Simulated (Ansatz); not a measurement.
Bands of a (11,11) silicon nanotube, along its axis.

Method: PBE (plane waves to 420 eV, PAW; Ansatz, a first-principles code). Mesh 1×1×18. No spin polarisation. Isolated but for its images some 11 Å away. A hypothetical model, rolled from the flat sheet. Symmetry and one short period hold its shape; lower forms weren't sought.

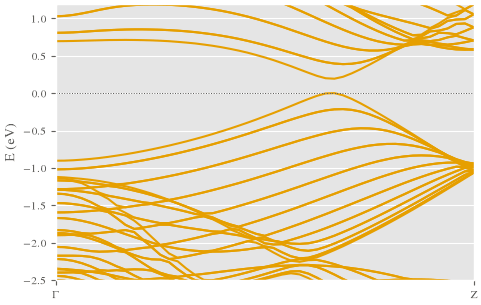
Figure: Bands from the zone centre to the zone edge (period 3.86 Å); the dotted line marks the highest filled level

**Question.** Is it a metal or a semiconductor at this level? Give what the bands show.

**Answer.** A semiconductor in PBE.
```
Quantity                               Result
--------  -----------------------------------
PBE gap   0.19 eV, direct at k = 0.333 × 2π/c
```
